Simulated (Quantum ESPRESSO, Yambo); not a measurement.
# A GW chain in Yambo: LuBi2O4Cl (P4/mmm), part 2 of 3

Wanted: ground state, empty states, screening and self-energy for LuBi2O4Cl (P4/mmm).

Quantum ESPRESSO 7.5 and Yambo 5.3.0; PBEsol and many-body steps on it, plane waves. Known limits of the many-body steps: not at the basis limit; no spin-orbit coupling; coarse k mesh.

So far. Step 2 (Ground state): The gap is indirect, with the least direct gap 0.39 eV higher.

## (3) Bands along the symmetry lines

Level of this step: DFT, PBEsol, plane waves, norm-conserving pseudopotentials (Quantum ESPRESSO).

Levels along a band path, at the cheap level, show where the edges lie and whether the meshes to come will hold them.

The input, pw.in:

```
&control
  calculation = 'bands'
  prefix = 'x'
  outdir = 'o'
  pseudo_dir = 'pseudo'
/
&system
  ibrav = 0
  nat = 8
  ntyp = 4
  ecutwfc = 92.0
  nbnd = 57
  force_symmorphic = .true.
/
&electrons
  conv_thr = 1e-9
  electron_maxstep = 80
  diago_full_acc = .true.
  diago_thr_init = 5e-6
/
ATOMIC_SPECIES
  Lu 174.97 Lu.upf
  Bi 208.98 Bi.upf
  Cl 35.45 Cl.upf
  O 15.999 O.upf
CELL_PARAMETERS angstrom
  3.8232000000 0.0000000000 0.0000000000
  0.0000000000 3.8232000000 0.0000000000
  0.0000000000 0.0000000000 8.8560000000
ATOMIC_POSITIONS crystal
  Lu 0.0000000000 0.0000000000 0.0000000000
  Bi 0.5000000000 0.5000000000 0.7193000000
  Bi 0.5000000000 0.5000000000 0.2807000000
  Cl 0.0000000000 0.0000000000 0.5000000000
  O 0.5000000000 0.0000000000 0.8480000000
  O 0.0000000000 0.5000000000 0.8480000000
  O 0.5000000000 0.0000000000 0.1520000000
  O 0.0000000000 0.5000000000 0.1520000000
K_POINTS crystal
  75
  0.00000000 0.00000000 0.00000000 1
  0.00000000 0.06250000 0.00000000 1
  0.00000000 0.12500000 0.00000000 1
  0.00000000 0.18750000 0.00000000 1
  0.00000000 0.25000000 0.00000000 1
  0.00000000 0.31250000 0.00000000 1
  0.00000000 0.37500000 0.00000000 1
  0.00000000 0.43750000 0.00000000 1
  0.00000000 0.50000000 0.00000000 1
  0.06250000 0.50000000 0.00000000 1
  0.12500000 0.50000000 0.00000000 1
  0.18750000 0.50000000 0.00000000 1
  0.25000000 0.50000000 0.00000000 1
  0.31250000 0.50000000 0.00000000 1
  0.37500000 0.50000000 0.00000000 1
  0.43750000 0.50000000 0.00000000 1
  0.50000000 0.50000000 0.00000000 1
  0.43750000 0.43750000 0.00000000 1
  0.37500000 0.37500000 0.00000000 1
  0.31250000 0.31250000 0.00000000 1
  0.25000000 0.25000000 0.00000000 1
  0.18750000 0.18750000 0.00000000 1
  0.12500000 0.12500000 0.00000000 1
  0.06250000 0.06250000 0.00000000 1
  0.00000000 0.00000000 0.00000000 1
  0.00000000 0.00000000 0.06250000 1
  0.00000000 0.00000000 0.12500000 1
  0.00000000 0.00000000 0.18750000 1
  0.00000000 0.00000000 0.25000000 1
  0.00000000 0.00000000 0.31250000 1
  0.00000000 0.00000000 0.37500000 1
  0.00000000 0.00000000 0.43750000 1
  0.00000000 0.00000000 0.50000000 1
  0.00000000 0.06250000 0.50000000 1
  0.00000000 0.12500000 0.50000000 1
  0.00000000 0.18750000 0.50000000 1
  0.00000000 0.25000000 0.50000000 1
  0.00000000 0.31250000 0.50000000 1
  0.00000000 0.37500000 0.50000000 1
  0.00000000 0.43750000 0.50000000 1
  0.00000000 0.50000000 0.50000000 1
  0.06250000 0.50000000 0.50000000 1
  0.12500000 0.50000000 0.50000000 1
  0.18750000 0.50000000 0.50000000 1
  0.25000000 0.50000000 0.50000000 1
  0.31250000 0.50000000 0.50000000 1
  0.37500000 0.50000000 0.50000000 1
  0.43750000 0.50000000 0.50000000 1
  0.50000000 0.50000000 0.50000000 1
  0.43750000 0.43750000 0.50000000 1
  0.37500000 0.37500000 0.50000000 1
  0.31250000 0.31250000 0.50000000 1
  0.25000000 0.25000000 0.50000000 1
  0.18750000 0.18750000 0.50000000 1
  0.12500000 0.12500000 0.50000000 1
  0.06250000 0.06250000 0.50000000 1
  0.00000000 0.00000000 0.50000000 1
  0.00000000 0.50000000 0.00000000 1
  0.00000000 0.50000000 0.06250000 1
  0.00000000 0.50000000 0.12500000 1
  0.00000000 0.50000000 0.18750000 1
  0.00000000 0.50000000 0.25000000 1
  0.00000000 0.50000000 0.31250000 1
  0.00000000 0.50000000 0.37500000 1
  0.00000000 0.50000000 0.43750000 1
  0.00000000 0.50000000 0.50000000 1
  0.50000000 0.50000000 0.00000000 1
  0.50000000 0.50000000 0.06250000 1
  0.50000000 0.50000000 0.12500000 1
  0.50000000 0.50000000 0.18750000 1
  0.50000000 0.50000000 0.25000000 1
  0.50000000 0.50000000 0.31250000 1
  0.50000000 0.50000000 0.37500000 1
  0.50000000 0.50000000 0.43750000 1
  0.50000000 0.50000000 0.50000000 1
```

Started as:

```bash
$ OMP_NUM_THREADS=1 mpirun -n 8 pw.x -nk 8 -in pw.in > pw.out
```

Output:

```text
[banner, memory and clock lines left out]
Program PWSCF v.7.5 starts

     Atomic positions and unit cell read from directory:
     o/x.save/

     Message from routine setup:
     using ibrav=0 with symmetry is DISCOURAGED, use correct ibrav instead

     G-vector sticks info

     bravais-lattice index     =            0
     lattice parameter (alat)  =       7.2248  a.u.
     unit-cell volume          =     873.5510 (a.u.)^3
     number of atoms/cell      =            8
     number of atomic types    =            4
     number of electrons       =       102.00
     number of Kohn-Sham states=           57
     kinetic-energy cutoff     =      92.0000  Ry
     charge density cutoff     =     368.0000  Ry
     Exchange-correlation= PBESOL
                           (   1   4  10   8   0   0   0)

     celldm(1)=   7.224801  celldm(2)=   0.000000  celldm(3)=   0.000000
     celldm(4)=   0.000000  celldm(5)=   0.000000  celldm(6)=   0.000000

     crystal axes: (cart. coord. in units of alat)
               a(1) = (   1.000000   0.000000   0.000000 )
               a(2) = (   0.000000   1.000000   0.000000 )
               a(3) = (   0.000000   0.000000   2.316384 )

     reciprocal axes: (cart. coord. in units 2 pi/alat)
               b(1) = (  1.000000  0.000000  0.000000 )
               b(2) = (  0.000000  1.000000  0.000000 )
               b(3) = (  0.000000  0.000000  0.431707 )
     Pseudo is Norm-conserving + core correction, Zval = 25.0
     Generated using ONCVPSP code by D. R. Hamann
     Using radial grid of 2008 points,  8 beta functions with:
     Pseudo is Norm-conserving + core correction, Zval = 23.0
     Generated using ONCVPSP code by D. R. Hamann
     Using radial grid of 1472 points,  6 beta functions with:
     Pseudo is Norm-conserving + core correction, Zval =  7.0
     Generated using ONCVPSP code by D. R. Hamann
     Using radial grid of 1028 points,  6 beta functions with:
     Pseudo is Norm-conserving + core correction, Zval =  6.0
     Generated using ONCVPSP code by D. R. Hamann
     Using radial grid of  936 points,  5 beta functions with:
     Lu               25.00   174.97000     Lu( 1.00)
     Bi               23.00   208.98000     Bi( 1.00)
     Cl                7.00    35.45000     Cl( 1.00)
     O                 6.00    15.99900     O ( 1.00)

     16 Sym. Ops., with inversion, found

   Cartesian axes

     site n.     atom                  positions (alat units)
         1        Lu     tau(   1) = (   0.0000000   0.0000000   0.0000000  )
         2        Bi     tau(   2) = (   0.5000000   0.5000000   1.6661751  )
         3        Bi     tau(   3) = (   0.5000000   0.5000000   0.6502090  )
         4        Cl     tau(   4) = (   0.0000000   0.0000000   1.1581921  )
         5        O      tau(   5) = (   0.5000000   0.0000000   1.9642938  )
         6        O      tau(   6) = (   0.0000000   0.5000000   1.9642938  )
         7        O      tau(   7) = (   0.5000000   0.0000000   0.3520904  )
         8        O      tau(   8) = (   0.0000000   0.5000000   0.3520904  )

     number of k points=    75
                       cart. coord. in units 2pi/alat
        k(    1) = (   0.0000000   0.0000000   0.0000000), wk =   0.0266667
        k(    2) = (   0.0000000   0.0625000   0.0000000), wk =   0.0266667
        k(    3) = (   0.0000000   0.1250000   0.0000000), wk =   0.0266667
[...]
[... 63 further rows ...]
        k(   74) = (   0.5000000   0.5000000   0.1888720), wk =   0.0266667
        k(   75) = (   0.5000000   0.5000000   0.2158537), wk =   0.0266667

     Dense  grid:   104163 G-vectors     FFT dimensions: (  45,  45, 108)

     The potential is recalculated from file :
     o/x.save/charge-density

     Starting wfcs are   63 randomized atomic wfcs

     Band Structure Calculation

     End of band structure calculation

          k = 0.0000 0.0000 0.0000 ( 12987 PWs)   bands (ev):

  -141.4544-141.4544 -79.4995 -79.4994 -79.4810 -79.4810 -79.4810 -79.4810
   -42.5362 -13.4111 -13.2371 -13.2371 -11.0374 -11.0322 -10.8410 -10.8281
   -10.8281 -10.8233 -10.8233 -10.8168 -10.7489 -10.7483  -7.2263  -6.5318
    -4.8481  -4.4747  -3.1621   2.4723   2.7197   6.6342   6.6342   6.8323
[...]
17.1946

          k = 0.0000 0.0625 0.0000 ( 13000 PWs)   bands (ev):

  -141.4544-141.4544 -79.4995 -79.4994 -79.4810 -79.4810 -79.4810 -79.4810
[...]
16.9036

          k = 0.0000 0.1250 0.0000 ( 12988 PWs)   bands (ev):

  -141.4544-141.4544 -79.4995 -79.4994 -79.4810 -79.4810 -79.4810 -79.4809
[...]
16.8331

[...]
k = 0.5000 0.5000 0.1889 ( 13060 PWs)   bands (ev):

  -141.4544-141.4544 -79.4995 -79.4994 -79.4811 -79.4811 -79.4811 -79.4811
[...]
16.4746

          k = 0.5000 0.5000 0.2159 ( 13080 PWs)   bands (ev):

  -141.4544-141.4544 -79.4995 -79.4994 -79.4811 -79.4811 -79.4811 -79.4811
[...]
8.9219   8.9518   9.0112   9.0112   9.0477   9.1132   9.1132  10.1911
    10.2237  10.3721  11.2273  14.6542  14.6542  16.1608  16.1608  16.1921
    16.2861

     XML data file, pseudopotentials, collected wavefunctions
```

Wall time 33 s (8 MPI ranks of Arm Neoverse V2, shared host); peak memory 1.3 GiB.

This step gave:

* gap: 1.125 eV
* k of the valence top: 0.5, 0.5, 0
* k of the conduction bottom: 0, 0, 0
* least direct gap: 1.513 eV

The gap is 1.125 eV, as in the run before at this level.

Electronic bands along the path, in eV, zero at the top of the highest filled band:

```tsv
point	band 48	band 49	band 50	band 51	band 52	band 53	band 54	band 55
Γ	-0.81	-0.80	-0.80	-0.39	1.13	3.86	5.30	5.30
X	-1.45	-1.34	-0.60	-0.59	2.78	4.68	4.84	5.38
M	-1.04	-1.00	-0.86	0.00	3.67	3.67	3.71	4.79
Γ	-0.81	-0.80	-0.80	-0.39	1.13	3.86	5.30	5.30
Z	-0.81	-0.80	-0.80	-0.79	1.67	3.25	5.35	5.35
R	-1.49	-1.48	-1.13	-0.29	3.55	4.52	4.88	5.30
A	-1.04	-1.00	-0.86	0.00	3.43	3.43	4.93	4.93
Z	-0.81	-0.80	-0.80	-0.79	1.67	3.25	5.35	5.35
jump to X	-1.45	-1.34	-0.60	-0.59	2.78	4.68	4.84	5.38
R	-1.49	-1.48	-1.13	-0.29	3.55	4.52	4.88	5.30
jump to M	-1.04	-1.00	-0.86	0.00	3.67	3.67	3.71	4.79
A	-1.04	-1.00	-0.86	0.00	3.43	3.43	4.93	4.93
```

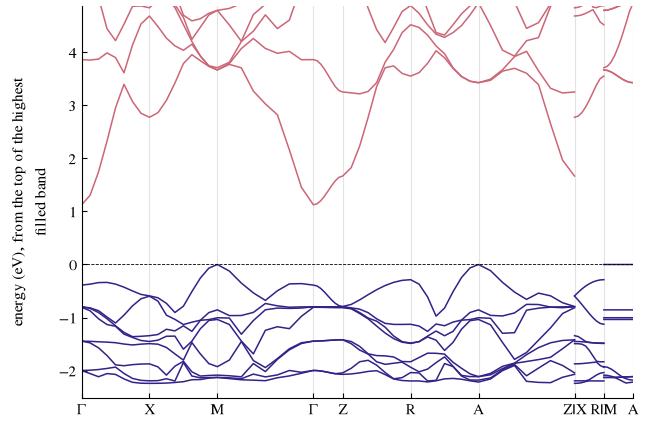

Electronic bands along the path; lines of filled and empty bands in two colours.

## (4) Empty states on the mesh, 4×4×1 mesh, 241 bands

The sums over transitions need many empty states on a uniform mesh; this step solves for them.

The input, pw.in:

```
&control
  calculation = 'nscf'
  prefix = 'x'
  outdir = 'o'
  pseudo_dir = 'pseudo'
/
&system
  ibrav = 0
  nat = 8
  ntyp = 4
  ecutwfc = 92.0
  nbnd = 241
  force_symmorphic = .true.
/
&electrons
  conv_thr = 1e-9
  electron_maxstep = 80
  diago_full_acc = .true.
  diago_thr_init = 5e-6
/
ATOMIC_SPECIES
  Lu 174.97 Lu.upf
  Bi 208.98 Bi.upf
  Cl 35.45 Cl.upf
  O 15.999 O.upf
CELL_PARAMETERS angstrom
  3.8232000000 0.0000000000 0.0000000000
  0.0000000000 3.8232000000 0.0000000000
  0.0000000000 0.0000000000 8.8560000000
ATOMIC_POSITIONS crystal
  Lu 0.0000000000 0.0000000000 0.0000000000
  Bi 0.5000000000 0.5000000000 0.7193000000
  Bi 0.5000000000 0.5000000000 0.2807000000
  Cl 0.0000000000 0.0000000000 0.5000000000
  O 0.5000000000 0.0000000000 0.8480000000
  O 0.0000000000 0.5000000000 0.8480000000
  O 0.5000000000 0.0000000000 0.1520000000
  O 0.0000000000 0.5000000000 0.1520000000
K_POINTS automatic
  4 4 1 0 0 0
```

Started as:

```bash
$ OMP_NUM_THREADS=1 mpirun -n 8 pw.x -nk 4 -in pw.in > pw.out
```

Output:

```text
[banner, memory and clock lines left out]
Program PWSCF v.7.5 starts

     Atomic positions and unit cell read from directory:
     o/x.save/

     Message from routine setup:
     using ibrav=0 with symmetry is DISCOURAGED, use correct ibrav instead

     bravais-lattice index     =            0
     lattice parameter (alat)  =       7.2248  a.u.
     unit-cell volume          =     873.5510 (a.u.)^3
     number of atoms/cell      =            8
     number of atomic types    =            4
     number of electrons       =       102.00
     number of Kohn-Sham states=          241
     kinetic-energy cutoff     =      92.0000  Ry
     charge density cutoff     =     368.0000  Ry
     Exchange-correlation= PBESOL
                           (   1   4  10   8   0   0   0)

     celldm(1)=   7.224801  celldm(2)=   0.000000  celldm(3)=   0.000000
     celldm(4)=   0.000000  celldm(5)=   0.000000  celldm(6)=   0.000000

     crystal axes: (cart. coord. in units of alat)
               a(1) = (   1.000000   0.000000   0.000000 )
               a(2) = (   0.000000   1.000000   0.000000 )
               a(3) = (   0.000000   0.000000   2.316384 )

     reciprocal axes: (cart. coord. in units 2 pi/alat)
               b(1) = (  1.000000  0.000000  0.000000 )
               b(2) = (  0.000000  1.000000  0.000000 )
               b(3) = (  0.000000  0.000000  0.431707 )
     Pseudo is Norm-conserving + core correction, Zval = 25.0
     Generated using ONCVPSP code by D. R. Hamann
     Using radial grid of 2008 points,  8 beta functions with:
     Pseudo is Norm-conserving + core correction, Zval = 23.0
     Generated using ONCVPSP code by D. R. Hamann
     Using radial grid of 1472 points,  6 beta functions with:
     Pseudo is Norm-conserving + core correction, Zval =  7.0
     Generated using ONCVPSP code by D. R. Hamann
     Using radial grid of 1028 points,  6 beta functions with:
     Pseudo is Norm-conserving + core correction, Zval =  6.0
     Generated using ONCVPSP code by D. R. Hamann
     Using radial grid of  936 points,  5 beta functions with:
     Lu               25.00   174.97000     Lu( 1.00)
     Bi               23.00   208.98000     Bi( 1.00)
     Cl                7.00    35.45000     Cl( 1.00)
     O                 6.00    15.99900     O ( 1.00)

     16 Sym. Ops., with inversion, found

   Cartesian axes

     site n.     atom                  positions (alat units)
         1        Lu     tau(   1) = (   0.0000000   0.0000000   0.0000000  )
         2        Bi     tau(   2) = (   0.5000000   0.5000000   1.6661751  )
         3        Bi     tau(   3) = (   0.5000000   0.5000000   0.6502090  )
         4        Cl     tau(   4) = (   0.0000000   0.0000000   1.1581921  )
         5        O      tau(   5) = (   0.5000000   0.0000000   1.9642938  )
         6        O      tau(   6) = (   0.0000000   0.5000000   1.9642938  )
         7        O      tau(   7) = (   0.5000000   0.0000000   0.3520904  )
         8        O      tau(   8) = (   0.0000000   0.5000000   0.3520904  )

     number of k points=     6
                       cart. coord. in units 2pi/alat
        k(    1) = (   0.0000000   0.0000000   0.0000000), wk =   0.1250000
        k(    2) = (   0.0000000   0.2500000   0.0000000), wk =   0.5000000
        k(    3) = (   0.0000000  -0.5000000   0.0000000), wk =   0.2500000
        k(    4) = (   0.2500000   0.2500000   0.0000000), wk =   0.5000000
        k(    5) = (   0.2500000  -0.5000000   0.0000000), wk =   0.5000000
        k(    6) = (  -0.5000000  -0.5000000   0.0000000), wk =   0.1250000

     Dense  grid:   104163 G-vectors     FFT dimensions: (  45,  45, 108)

     The potential is recalculated from file :
     o/x.save/charge-density

     Starting wfcs are   63 randomized atomic wfcs +  178 random wfcs

     Band Structure Calculation

     End of band structure calculation

          k = 0.0000 0.0000 0.0000 ( 12987 PWs)   bands (ev):

  -141.4544-141.4544 -79.4995 -79.4995 -79.4810 -79.4810 -79.4810 -79.4810
   -42.5362 -13.4111 -13.2371 -13.2371 -11.0374 -11.0322 -10.8410 -10.8281
   -10.8281 -10.8233 -10.8233 -10.8168 -10.7489 -10.7483  -7.2263  -6.5318
    -4.8482  -4.4748  -3.1621   2.4723   2.7197   6.6342   6.6342   6.8323
[...]
[... 19 further rows ...]
[...]
77.5219

          k = 0.0000 0.2500 0.0000 ( 12982 PWs)   bands (ev):

  -141.4544-141.4544 -79.4995 -79.4994 -79.4810 -79.4810 -79.4810 -79.4809
[...]
[... 19 further rows ...]
[...]
76.9905

          k = 0.0000-0.5000 0.0000 ( 13050 PWs)   bands (ev):

  -141.4544-141.4544 -79.4995 -79.4994 -79.4811 -79.4811 -79.4809 -79.4809
[...]
25.3704  26.3567  26.9738  27.0985  28.2118  28.4167  28.6416  28.8783
     [... 19 further rows ...]
    75.2994  75.3482  75.3700  75.3979  75.9662  76.1615  76.6168  76.9842
    77.2244

          k = 0.2500 0.2500 0.0000 ( 13004 PWs)   bands (ev):

     [... further k-points ...]

     highest occupied, lowest unoccupied level (ev):    11.2274   12.3526

     XML data file, pseudopotentials, collected wavefunctions
```

Run time: 39 s. Hardware: 8 MPI ranks; peak memory 1.6 GiB.

Numbers from this step:

| Quantity | Value |
| --- | --- |
| gap | 1.125 eV |
| k of the valence top | -0.5, -0.5, 0 |
| k of the conduction bottom | 0, 0, 0 |
| least direct gap | 1.513 eV |
| k points computed | 6 |
| lowest point of the top converged band, above the valence top | 65.5349 eV |

On this mesh the gap is 1.125 eV.

(Part 2 of 3 ends here.)

[Paths, hosts, dates, memory and timing lines, banners, echoed tables and standing remarks are left out of the program output.]

[Logs are printed without paths, hosts, clocks, repeated set-up lines and the standing remarks that a program may print on its own settings, such as how far it seeks lower states.]

[Runs of the session that timed out or met a known fault of the program may be left out.]

[Hosts, paths, dates, database ids (printed as entryN), source tags and the programs' standing remarks are cut or masked in the printed files.]
